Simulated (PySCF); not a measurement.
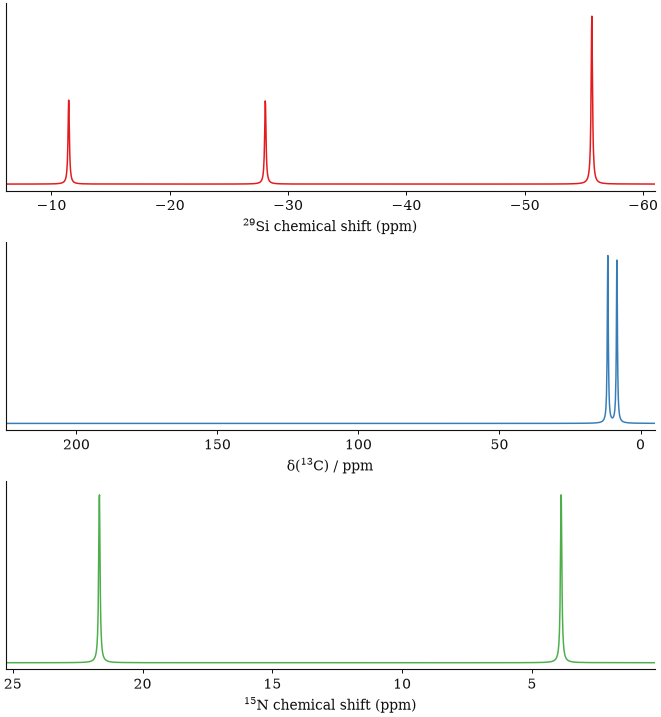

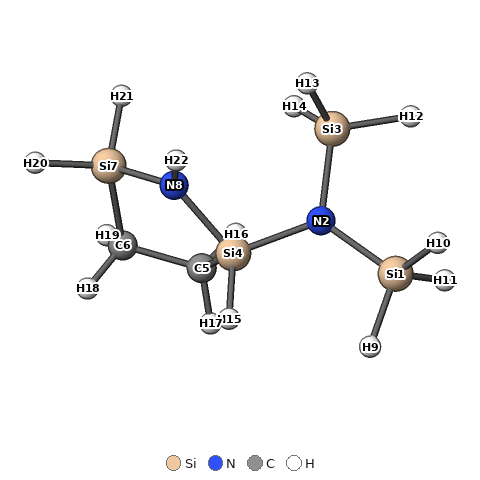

Spectrum and numbered structure of C₂H₁₄N₂Si₄, SMILES [SiH3]N([SiH3])[Si@@H]1CC[SiH2]N1. GIAO shifts, WP04/pcSseg-1, PySCF, at a PBE0-D3(BJ)/def2-SVP geometry (no frequency check), against TMS for ²⁹Si, TMS for ¹³C and NH₃ for ¹⁵N computed at the same level (¹⁵N: a single molecule, while the usual scales start at liquid NH₃ or nitromethane; multiply bonded nitrogen can come out tens of ppm too deshielded). Gas phase, fully decoupled, line heights follow the number of nuclei, widths are arbitrary (no quadrupolar broadening); values of one conformer, averaged over methyl-type rotors and exact or near symmetry; other conformers aren't averaged in.

**Which atoms give which ²⁹Si line?**

| δ (ppm) | nuclei | atoms |
| --- | --- | --- |
| −11.5 | 1 | Si4 |
| −28.1 | 1 | Si7 |
| −55.7 | 2 | Si1, Si3 |

**Assign the ¹³C signals to the numbered atoms.**

```tsv
δ (ppm)	nuclei	atoms
11.6	1	C5
8.4	1	C6
```

**Assign the ¹⁵N signals to the numbered atoms.**

```
δ (ppm)  nuclei  atoms
   21.7       1     N8
    3.9       1     N2
```
